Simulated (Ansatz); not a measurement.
**SbP (model cell, started as zinc blende): following an unstable mode**

Aim: this structure of SbP (model cell, started as zinc blende) is to be tested for unstable modes, and one is followed downhill.

Method: DFT LDA, scalar-relativistic, plane waves, PAW, in Ansatz 0.2.0.

The structure was built from a prototype and need not be the compound's stable phase.

## 1. The starting structure

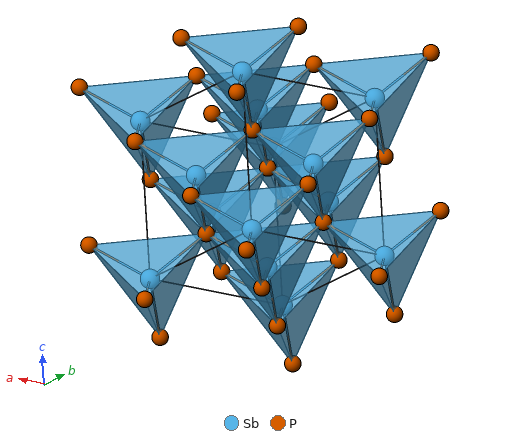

The cell as given, from a free direction (antimony blue, phosphorus orange). This picture shows the conventional cell, with its axes. Some periodic images of atoms are drawn too.

## 2. Phonons on a q mesh

The cell comes from relaxations at this level that are not shown. Stability and thermal properties need the whole zone. Linear response on a 4×4×4 q mesh gives force constants as far as a supercell of that size would.

input.yaml reads:

```yaml
crystal:
  lattice:
    - [0.0, 3.0787780828, 3.0787780828]
    - [3.0787780828, 0.0, 3.0787780828]
    - [3.0787780828, 3.0787780828, 0.0]
  atoms:
    - { symbol: Sb, position: [0.0, 0.0, 0.0] }
    - { symbol: P, position: [0.25, 0.25, 0.25] }
kpoints:
  mp_grid: { grid: [12, 12, 12] }
hamiltonian:
  xc: lda
scf:
  occupations: { method: methfessel_paxton, width: 0.15 }
output:
  eigenvalues: true
phonons:
  method: dfpt
  qmesh: [4, 4, 4]
  temperatures: { t_max: 1000, t_step: 50 }
  qpath:
    path:
      - [[0.0, 0.0, 0.0], [-0.5, -0.5, 0.0], [-0.375, -0.375, 0.25]]
      - [[-0.375, 0.0, 0.375], [0.0, 0.0, 0.0], [0.0, 0.0, 0.5], [-0.5, -0.25, 0.25], [-0.5, -0.5, 0.0]]
    npoints: 10
```

The run is started by

```
> ansatz run input.yaml --threads 4 --pin off --max-ram 7168MiB --backend cpu --events-out ev --progress --plain --runs-dir out
```

Numbers of over 12 decimals in the logs are rounded to 6 here.

What it wrote:

```text
Warning: phonons: the dynamical matrix that this run interpolates holds no multipole term above the dipole-dipole one, and a site of this crystal is no centre of inversion, so its interpolated transverse optical and acoustic branches and sound speeds can stay off near Gamma, and the density of states and the thermodynamics with them. What a run solves at a wave vector of phonons.qpoints, Gamma apart, where the deck admits one, is free of this, and under fd what a larger phonons.supercell samples
Engine: ansatz 0.2.0, aarch64-unknown-linux-gnu
Pseudopotentials: kind: paw
Pseudopotential: Sb, paw, valence charge 15, recommended cutoff 420 eV (normal), Sb.paw.azcp
Pseudopotential: P, paw, valence charge 5, recommended cutoff 420 eV (normal), P.paw.azcp
Functional definition: SPW92
  exchange = slater_x
  correlation = pw_c
Crystal: 2 atoms, lattice volume = 58.367 Å³
Basis set: ecut = 420 eV, 1139 PW (Γ), exchange–correlation on 60×60×60 points (8 copies of the dense FFT grid, shifted against one another)
Bands: 14, of which v1, the nominal top of the filled ones, is band 10 counted from 1 (9 counted from 0)
Symmetry: 24 space group operations
k-points: 72 of 1728 (time reversal used)
Non-local potential: Sb, projectors of the file, l = 0: 2, l = 1: 2, l = 2: 2, l = 3: 2
Non-local potential: P, projectors of the file, l = 0: 2, l = 1: 2, l = 2: 2
PAW form: soft (Blöchl's): semilocal exchange-correlation on the pseudo side does not see the compensation charge
PAW frozen core: Sb, regenerated for the run's functional, and the local potential with it (the file was generated under x = pbe(κ = 0.804, μ = 0.219515), c = pbe(β = 0.066725))
PAW frozen core: P, regenerated for the run's functional, and the local potential with it (the file was generated under x = pbe(κ = 0.804, μ = 0.219515), c = pbe(β = 0.066725))
PAW one-centre angular grid: Sb, 590 points (default); XC on 64 Gauss nodes
PAW one-centre angular grid: P, 110 points (default); XC on 64 Gauss nodes
Initial density: superposition of atomic densities (neutral atoms: chi_scale 0, normalization atom), corrected by the library's trained network
Initial wavefunctions: pseudopotential atomic-orbital guess
Functional: x = slater, c = lda
SCF iter   1: F=—  HF=-7060.772874 eV  |F-HF|=—  |Δ(HF+E_count)|=         —  Δρ=5.92e-3  dr2=1.82e-2  ethr=1.77e-3  ⟨swp⟩=5.6  Hψ=6101  notcnv=0
preconditioner: auto → Kerker (q_TF=auto, 2.282 Å⁻¹)  [metal: Δε(μ)=0.094 eV  Ē_g=8.880 eV  σ=0.150 eV  W_gap=0.49  n_scr=14 (ndim 8)  ℏωp=15.4 eV  f_vac=0.007  D(μ)=0.58/eV (n_scr^D=0)]
SCF iter   2: F=—  HF=-7060.767844 eV  |F-HF|=—  |Δ(HF+E_count)|=   5.03e-3  S|Δr|=    0.00e0  Δρ=3.36e-3  dr2=5.33e-3  ethr=9.11e-5  ⟨swp⟩=1.6  Hψ=1686  notcnv=0
SCF iter   3: F=—  HF=-7060.766200 eV  |F-HF|=—  |Δ(HF+E_count)|=   1.64e-3  S|Δr|=    0.00e0  Δρ=5.25e-4  dr2=1.41e-4  ethr=2.67e-5  ⟨swp⟩=2.3  Hψ=1755  notcnv=0
SCF iter   4: F=—  HF=-7060.766148 eV  |F-HF|=—  |Δ(HF+E_count)|=   5.15e-5  S|Δr|=    0.00e0  Δρ=1.49e-4  dr2=1.78e-5  ethr=7.04e-7  ⟨swp⟩=2.0  Hψ=1730  notcnv=0
SCF iter   5: F=—  HF=-7060.766146 eV  |F-HF|=—  |Δ(HF+E_count)|=   2.38e-6  S|Δr|=    0.00e0  Δρ=7.99e-5  dr2=5.23e-6  ethr=8.91e-8  ⟨swp⟩=2.0  Hψ=1187  notcnv=0
SCF iter   6: F=—  HF=-7060.766145 eV  |F-HF|=—  |Δ(HF+E_count)|=   6.24e-7  S|Δr|=    0.00e0  Δρ=3.34e-5  dr2=8.70e-7  ethr=2.61e-8  ⟨swp⟩=1.3  Hψ=1042  notcnv=0
SCF iter   7: F=—  HF=-7060.766145 eV  |F-HF|=—  |Δ(HF+E_count)|=   2.29e-8  S|Δr|=    0.00e0  Δρ=6.41e-6  dr2=2.39e-8  ethr=4.35e-9  ⟨swp⟩=2.1  Hψ=1717  notcnv=0
SCF iter   8: F=—  HF=-7060.766145 eV  |F-HF|=—  |Δ(HF+E_count)|=   1.68e-9  S|Δr|=    0.00e0  Δρ=1.06e-6  dr2=1.06e-9  ethr=1.19e-10  ⟨swp⟩=2.8  Hψ=1792  notcnv=0
SCF iter   9: F=—  HF=-7060.766145 eV  |F-HF|=—  |Δ(HF+E_count)|=  2.74e-10  S|Δr|=    0.00e0  Δρ=3.53e-7  dr2=1.44e-10  ethr=5.28e-12  ⟨swp⟩=2.2  Hψ=1206  notcnv=0
SCF iter  10: F=—  HF=-7060.766145 eV  |F-HF|=—  |Δ(HF+E_count)|=  4.55e-12  S|Δr|=    0.00e0  Δρ=1.09e-7  dr2=1.17e-11  ethr=1.00e-12  ⟨swp⟩=2.5  Hψ=1360  notcnv=0
SCF iter  11: F=-7060.766145 eV  HF=-7060.766145 eV  |F-HF|=2.73e-12  |Δ(HF+E_count)|=  2.27e-11  S|Δr|=    0.00e0  Δρ=1.52e-8  dr2=1.03e-13  ethr=1.00e-12  ⟨swp⟩=8.1  Hψ=5656  notcnv=0
SCF 1 converged in 11 iterations: F = -7060.766145 eV  dr2 = 1.03e-13
  greatest PAW one-centre occupation: 0.998 electrons in one spin orbital (limit 2), on the Sb atom at site 0 (counted from 0), in its partial waves of l = 2
Initial density: read from a saved state, or passed on in memory by an earlier SCF of this step, an earlier step, the calling program or the single point that the run made first
iter 1 solved again at ethr=2.44e-7 eV; its pass at ethr=3.10e-3 eV (dr2=4.88e-5 eV) is discarded
SCF iter   1: F=—  HF=-7060.766146 eV  |F-HF|=—  |Δ(HF+E_count)|=         —  Δρ=7.57e-7  dr2=2.58e-10  ethr=2.44e-7  ⟨swp⟩=4.4  Hψ=9360  notcnv=0
eigensolver tolerance schedule: the retry pair's looser diagonalisation over-reported the residual by 189026.61 of it (diagonalisation noise at an unbounded share of the residual, at the tolerance the schedule requests for it); recorded, not acted on — ethr = c·dr2/N_el stays at c = 1.0e-1
preconditioner: auto → Kerker (q_TF=auto, 2.282 Å⁻¹)  [metal: Δε(μ)=0.076 eV  Ē_g=8.881 eV  σ=0.150 eV  W_gap=0.40  n_scr=14 (ndim 8)  ℏωp=15.4 eV  f_vac=0.004  D(μ)=0.63/eV (n_scr^D=0)]
SCF iter   2: F=—  HF=-7060.766145 eV  |F-HF|=—  |Δ(HF+E_count)|=   4.08e-7  S|Δr|=    0.00e0  Δρ=4.53e-7  dr2=1.00e-10  ethr=1.29e-12  ⟨swp⟩=4.2  Hψ=2638  notcnv=0
SCF iter   3: F=—  HF=-7060.766145 eV  |F-HF|=—  |Δ(HF+E_count)|=  3.09e-11  S|Δr|=    0.00e0  Δρ=2.78e-7  dr2=3.61e-11  ethr=1.00e-12  ⟨swp⟩=1.0  Hψ=1009  notcnv=0
SCF iter   4: F=-7060.766145 eV  HF=-7060.766145 eV  |F-HF|=1.00e-11  |Δ(HF+E_count)|=  1.18e-11  S|Δr|=    0.00e0  Δρ=1.46e-7  dr2=9.48e-12  ethr=1.00e-12  ⟨swp⟩=3.3  Hψ=3756  notcnv=0
SCF 2 converged in 4 iterations: F = -7060.766145 eV  dr2 = 9.48e-12
phonons: the bands overlap, so this run is a metal and interpolates without the dipole-dipole term. If the crystal is really an insulator or semiconductor, its LO-TO splitting is missing
NSCF: frozen V_eff on 72 k-points
WARN: eigensolver did not converge in 4 slots of this pass, the one above among them; of largest residual over every band (k=3): 1 band(s) unlocked (lowest unlocked band 13, counted from 0; max residual 3.35e-5 eV among the unlocked bands, 3.35e-5 eV over every band); of lowest unlocked band (k=2): band 13
NSCF: frozen V_eff on 163 k-points
DFPT response loops at q = (0, 0, 0) (fractional): preconditioner auto → Kerker (q_TF=auto, 2.282 Å⁻¹) (partly filled bands, converged f_vac=0.004); β = 1.00, the filter's whole step (`scf.mixing.beta` (0.50) is not read by the response loops under this deck's `scf.mixing.preconditioner`; to damp them name `kerker` or `kerker_dos`, under which they read `scf.mixing.beta`, and type it under 1.00, their step now; both keys bind the ground state too); Broyden in place of MSR1
NSCF: frozen V_eff on 1872 k-points
DFPT response loops at q = (0, 0, 0.25) (fractional): mixed as the last ones told, above
NSCF: frozen V_eff on 952 k-points
DFPT response loops at q = (0, 0, -0.5) (fractional): mixed as the last ones told, above
NSCF: frozen V_eff on 1020 k-points
DFPT response loops at q = (0, 0.25, 0.25) (fractional): mixed as the last ones told, above
NSCF: frozen V_eff on 3456 k-points
DFPT response loops at q = (0, 0.25, -0.5) (fractional): mixed as the last ones told, above
NSCF: frozen V_eff on 1872 k-points
DFPT response loops at q = (0, 0.25, -0.25) (fractional): mixed as the last ones told, above
NSCF: frozen V_eff on 560 k-points
DFPT response loops at q = (0, -0.5, -0.5) (fractional): mixed as the last ones told, above
NSCF: frozen V_eff on 1020 k-points
DFPT response loops at q = (0.25, -0.5, -0.25) (fractional): mixed as the last ones told, above
SCF converged after 11 iterations
Stability not checked: this state was not tested for a lower state beside it, because cold or Methfessel-Paxton smearing, or corrected tetrahedra, fill the levels in a way that the test cannot read (fill_not_monotonic; see scf.lower_state_search)
Free energy (F): -7060.766145 eV
Harris-Foulkes:  -7060.766145 eV  (|F-HF|=2.73e-12)
Internal energy: -7060.767066 eV  (E = F + TS)
E sigma→0 (E₀):  -7060.766375 eV
Entropy (-TS):   0.000920 eV (0.460 meV/atom)
Fermi energy:    6.745614 eV
--- Per-component energies (eV) ---
  E_band       = -215.233729
  E_kinetic    = 276.454945
  E_local      = -1955.418217  (includes V_loc(G=0)·N_el)
  E_nonlocal   = 401.642637
  E_hartree    = 860.293514
  E_xc         = -197.681879
  E_vxc        = -156.379391  (∫ρ·V_xc dr)
  E_paw        = -4965.851595  (= ΣΔE_a)
  E_vpaw       = -502.120732  (= ΣTr[D̂ρ^β])
  E_aug_tail   = 0.000001  (compensation charges beyond the density's cutoff)
  E_ewald      = -1480.882648
  E_core_change = 0.676175  (= ΣΔE_core)
  E_smearing   = 0.000920  (= −TS)
  E_closure    = 0.000000  (closes the sum)
  Σ components = -7060.766145   (vs F -7060.766145, Δ=0.00e0)
--- Band table (eV; the first three rows and the last of 72) ---
  k-point 0: bands = [... 6 lower, 2.2007, 4.5082, 4.5082, 4.5082, 7.3073, 7.3073, 7.3073, 11.4839]
  k-point 1: bands = [... 6 lower, 1.7769, 4.4169, 4.4169, 4.6760, 7.4394, 7.4407, 7.4407, 11.7993]
  k-point 2: bands = [... 6 lower, 0.8845, 4.2027, 4.2027, 4.7984, 7.7560, 7.7560, 7.9512, 12.5141]
  k-point 71: bands = [... 6 lower, -3.1399, 2.0455, 2.0961, 7.6430, 8.2454, 8.9251, 9.9897, 12.9806]
--- Phonons (Γ-DFPT): 2 representative perturbations + reference (Σ response iterations 6) ---
  ASR residual: 1.615e-5 → 0.000e0 eV/Å²; symmetrization residual: 1.803e-5 eV/Å²
  ASR residual per site (eV/Å²): 1.36e-5 1.62e-5
  Γ frequencies (cm⁻¹): 0.00 0.00 0.00 256.44 256.44 256.44
--- Phonons (arbitrary-q DFPT): 8 irreducible q on the 4×4×4 mesh ---
  q = [0.0000, 0.0000, 0.0000] (star 1, of the zone-centre solve; hermiticity 6.04e-6, symmetrization 5.69e-12): -0.00 -0.00 0.00 256.44 256.44 256.44
  q = [0.0000, 0.0000, 0.2500] (star 8, 2 solved perturbations on 936 of 1728 k-point pairs; hermiticity 6.83e-6, symmetrization 4.19e-12): -41.22 -41.22 50.13 203.16 208.38 208.38
  q = [0.0000, 0.0000, -0.5000] (star 4, 2 solved perturbations on 476 of 1728 k-point pairs; hermiticity 6.99e-6, symmetrization 6.55e-13): -26.87 -26.87 87.37 156.66 191.82 191.82
  q = [0.0000, 0.2500, 0.2500] (star 6, 4 solved perturbations in 1608 linear systems a pass and spin channel, the states on 510 of 1728 k-point pairs; hermiticity 6.18e-6, symmetrization 1.43e-12): -67.30 -67.30 69.85 162.22 162.22 210.12
  q = [0.0000, 0.2500, -0.5000] (star 24, 4 solved perturbations in 5328 linear systems a pass and spin channel, the states on 1728 of 1728 k-point pairs; hermiticity 6.33e-6, symmetrization 2.19e-12): -64.96 -46.43 98.76 149.24 164.57 187.24
  q = [0.0000, 0.2500, -0.2500] (star 12, 4 solved perturbations in 2892 linear systems a pass and spin channel, the states on 936 of 1728 k-point pairs; hermiticity 6.34e-6, symmetrization 7.19e-12): -77.08 -44.96 95.18 162.66 176.60 201.47
  q = [0.0000, -0.5000, -0.5000] (star 3, 4 solved perturbations in 886 linear systems a pass and spin channel, the states on 280 of 1728 k-point pairs; hermiticity 8.27e-6, symmetrization 4.91e-13): -54.01 -54.01 84.16 84.16 89.42 165.11
  q = [0.2500, -0.5000, -0.2500] (star 6, 4 solved perturbations in 1544 linear systems a pass and spin channel, the states on 510 of 1728 k-point pairs; hermiticity 6.43e-6, symmetrization 1.88e-12): -55.81 -35.75 105.50 165.05 168.10 183.65
  sum rule: each row above includes the acoustic sum rule's correction from the zone centre's row sums; it moved no ω² by more than (0.38 cm⁻¹)²
  mesh force constants: q→R imaginary residual 1.48e-18; ASR residual 1.615e-5 → 0.000e0 eV/Å²; symmetrization residual 1.776e-15 eV/Å²
  interpolated dispersion: 62 rows × 6 modes
  density of states and harmonic sums: on the 20×20×20 q-mesh, interpolated from the force constants of a 4×4×4 supercell (no non-analytic term)
  largest difference from the sums on the solved wave vectors: F 2.73e-3 eV, S 4.07e-6 and C_V 1.33e-6 eV/K
  zero-point energy: 0.038159 eV/cell   skipped modes (ω ≤ 0): 513, of them read as no rigid motion or as one in doubt: 510 (2.000e0 modes/cell left out, lowest -77.94 cm⁻¹)   left out of the sums: 3.33e-1 of the cell's modes: C_V's classical limit lies that fraction below 3 k_B per atom; for a crystal, a wire or a layer, F and S can be off by more, and a phonons.interpolated_qmesh denser along its periods is the remedy for the sampling
```

The job ended after 3.6 min (4 threads of Arm Neoverse V2, shared host; peak memory 3.1 GiB).

The column dr2 measures how far the density is from self-consistency, as an energy; F and HF (Harris–Foulkes) agree once it is small.

This step gave:

| Quantity | Value |
| --- | --- |
| volume per atom | 29.18 Å³ |
| gap on the k-mesh | 0 eV |
| sum-rule residual before enforcement | 1.62e-5 eV/Å² |
| lowest frequency on the path | -77.77 cm⁻¹ |
| point group | -43m |
| highest frequency on the path or at a solved wavevector | 256.4 cm⁻¹ |
| highest optical mode at the zone centre (no LO-TO term) | 256.4 cm⁻¹ |
| lowest optical zone-centre mode | 256.4 cm⁻¹ |
| lowest mode on the q mesh (acoustic modes at Γ apart) | -77.08 cm⁻¹ |

Frequencies (cm⁻¹) solved at each irreducible wavevector; negative means imaginary. Frequencies by wavevector, by row:

```
q in reciprocal lattice units  star  mode 1  mode 2  mode 3  mode 4  mode 5  mode 6
                        0 0 0     1       0       0       0   256.4   256.4   256.4
                     0 0 0.25     8   -41.2   -41.2    50.1   203.2   208.4   208.4
                     0 0 -0.5     4   -26.9   -26.9    87.4   156.7   191.8   191.8
                  0 0.25 0.25     6   -67.3   -67.3    69.8   162.2   162.2   210.1
                  0 0.25 -0.5    24     -65   -46.4    98.8   149.2   164.6   187.2
                 0 0.25 -0.25    12   -77.1     -45    95.2   162.7   176.6   201.5
                  0 -0.5 -0.5     3     -54     -54    84.2    84.2    89.4   165.1
              0.25 -0.5 -0.25     6   -55.8   -35.8   105.5   165.1   168.1   183.7
```

Interpolated from a 4×4×4 q mesh. Phonon branches along the path, in cm⁻¹:

```
    point  branch 1  branch 2  branch 3  branch 4  branch 5  branch 6
        Γ         0         0         0       256       256       256
        X       -54       -54        84        84        89       165
        U       -59       -22       100       130       168       189
jump to K       -59       -22       100       130       168       189
        Γ         0         0         0       256       256       256
        L       -27       -27        87       157       192       192
        W       -56       -36       106       165       168       184
        X       -54       -54        84        84        89       165
```

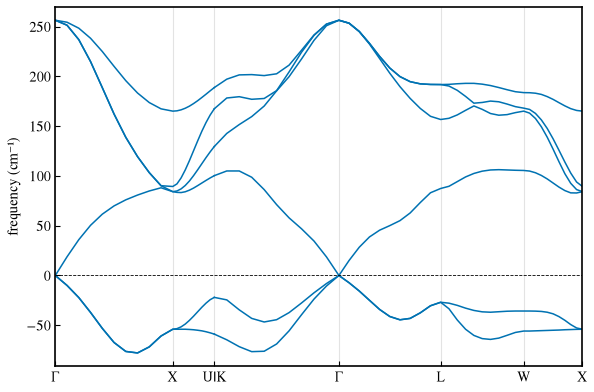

Phonon branches along the path.

Symmetry leaves 8 wavevectors to solve. The lowest mode among them, the acoustic zeros apart, lies at q = (0, 0.25, -0.25) and is imaginary, 77.1i cm⁻¹, so the energy falls along it.

## 3. The mode frozen in, largest atomic shift 0 Å

The mode followed lies at q = (0, 0.25, 0.25) with frequency 67.3i cm⁻¹ and is 2-fold degenerate, one of the unstable modes though not the softest. At small amplitude the distorted cell has space group no. 26 by a symmetry search on the positions. The undistorted cell that holds it gives the zero of energy on the same k mesh.

System of this step: SbP (model cell, started as zinc blende). It takes space group F-43m (No. 216, cubic). The conventional cell has a = 6.158 Å, b = 6.158 Å, c = 6.158 Å, α = 90.00°, β = 90.00°, γ = 90.00°. Nearest to Sb lie 4 P at 2.67 Å. P has 4 Sb at 2.67 Å nearest. Farther neighbours are not listed.

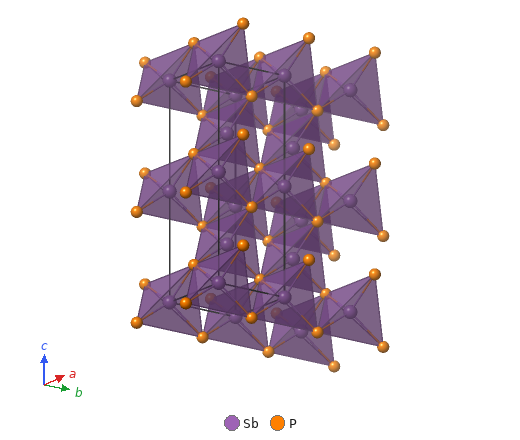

The cell of this step (antimony purple, phosphorus orange). 1×2×1 cells are drawn. Some periodic images of atoms are drawn too.

input.yaml reads:

```yaml
crystal:
  lattice:
    - [0.0, -3.0787780828, -3.0787780828]
    - [0.0, 3.0787780828, -3.0787780828]
    - [12.3151123313, 0.0, 0.0]
  atoms:
    - { symbol: Sb, position: [0.5, 0.5, 0.25] }
    - { symbol: Sb, position: [0.5, 0.5, 0.75] }
    - { symbol: Sb, position: [0.0, 0.0, 0.0] }
    - { symbol: Sb, position: [0.0, 0.0, 0.5] }
    - { symbol: P, position: [0.0, 0.5, 0.875] }
    - { symbol: P, position: [0.0, 0.5, 0.375] }
    - { symbol: P, position: [0.5, 0.0, 0.625] }
    - { symbol: P, position: [0.5, 0.0, 0.125] }
kpoints:
  mp_grid: { grid: [8, 8, 4] }
hamiltonian:
  xc: lda
scf:
  occupations: { method: methfessel_paxton, width: 0.15 }
output:
  forces: true
  stress: true
  eigenvalues: true
```

What it wrote:

```text
[...]
Crystal: 8 atoms, lattice volume = 233.467 Å³
Basis set: ecut = 420 eV, 4513 PW (Γ)
Bands: 48, of which v1, the nominal top of the filled ones, is band 40 counted from 1 (39 counted from 0)
Symmetry: 32 space group operations
[...]
k-points: 45 of 256 (time reversal used)
[...]
k-point 0: bands = [... 36 lower, 4.5211, 5.9378, 6.1192, 6.2370, 6.2370, 6.4676, 6.4676, 7.3127, ... 4 higher]
  k-point 1: bands = [... 36 lower, 4.8238, 5.9019, 6.0309, 6.0405, 6.2365, 6.5587, 6.5612, 7.1886, ... 4 higher]
  k-point 2: bands = [... 36 lower, 5.4391, 5.4391, 5.9162, 5.9162, 6.4347, 6.4347, 6.8934, 6.8934, ... 4 higher]
  k-point 44: bands = [... 36 lower, 6.7392, 6.7392, 6.7392, 6.7392, 6.7739, 6.7739, 6.7739, 6.7739, ... 4 higher]
[key lines of the parts left out:]
SCF converged after 7 iterations
Free energy (F): -28242.942808 eV
Fermi energy:    6.793984 eV
P = ⅓ Tr σ = 0.3190 GPa (3.190 kbar)
```

Elapsed: 8.5 s, on 4 threads; peak memory 0.68 GiB; 33 s of CPU time.

This step gave:

| Property | Result |
| --- | --- |
| pressure | 0.3190 GPa |
| energy from the undistorted cell | 0 meV/atom |

The run ends at a pressure of 0.32 GPa.

## 4. The mode frozen in, largest atomic shift 0.6 Å

The atoms are moved along the unstable eigenvector, the largest shift by 0.6 Å, with the cell fixed.

input.yaml, the sections that differ from step 3:

```yaml
crystal:
  lattice:
    - [0.0, -3.0787780828, -3.0787780828]
    - [0.0, 3.0787780828, -3.0787780828]
    - [12.3151123313, 0.0, 0.0]
  atoms:
    - { symbol: Sb, position: [0.5, 0.4051941938, 0.25] }
    - { symbol: Sb, position: [0.5, 0.5948058062, 0.75] }
    - { symbol: Sb, position: [0.0, 0.0882565286, 0.0] }
    - { symbol: Sb, position: [0.0, -0.0882565286, 0.5] }
    - { symbol: P, position: [0.0, 0.6378027442, 0.875] }
    - { symbol: P, position: [0.0, 0.3621972558, 0.375] }
    - { symbol: P, position: [0.5, 0.1256330372, 0.625] }
    - { symbol: P, position: [0.5, -0.1256330372, 0.125] }
# kpoints, hamiltonian, scf, output: as in step 3
```

What it wrote:

```text
[...]
Crystal: 8 atoms, lattice volume = 233.467 Å³
Basis set: ecut = 420 eV, 4513 PW (Γ)
Bands: 48, of which v1, the nominal top of the filled ones, is band 40 counted from 1 (39 counted from 0)
Symmetry: 4 space group operations
[...]
k-points: 75 of 256 (time reversal used)
[...]
k-point 0: bands = [... 36 lower, 5.0270, 5.5205, 5.8575, 6.0529, 6.2325, 6.4364, 6.6184, 7.1487, ... 4 higher]
  k-point 1: bands = [... 36 lower, 5.1707, 5.5268, 5.8832, 6.0944, 6.1049, 6.4063, 6.7448, 7.1539, ... 4 higher]
  k-point 2: bands = [... 36 lower, 5.4338, 5.4338, 6.0253, 6.0253, 6.1632, 6.1632, 6.9940, 6.9940, ... 4 higher]
  k-point 74: bands = [... 36 lower, 5.8097, 5.8097, 5.8866, 5.8866, 7.1991, 7.1991, 7.3026, 7.3026, ... 4 higher]
[key lines of the parts left out:]
SCF converged after 9 iterations
Free energy (F): -28243.353453 eV
Fermi energy:    6.707579 eV
P = ⅓ Tr σ = -1.8928 GPa (-18.928 kbar)
```

Run time: 17 s. Hardware: 4 threads; peak memory 0.85 GiB; 68 s of CPU time.

Numbers from this step:

| Property | Result |
| --- | --- |
| pressure | -1.893 GPa |
| energy from the undistorted cell | -52.10 meV/atom |

The energy, extrapolated to zero smearing, is -52.10 meV/atom against the undistorted cell.

The run ends at a pressure of -1.89 GPa, with forces up to 0.94 eV/Å.

(Continued in part 2 of 3.)

[Logs are printed without paths, hosts, clocks, repeated set-up lines and the standing remarks that a program may print on its own settings, such as how far it seeks lower states.]

[Hosts, paths, dates, database ids (printed as entryN), source tags and the programs' standing remarks are cut or masked in the printed files.]
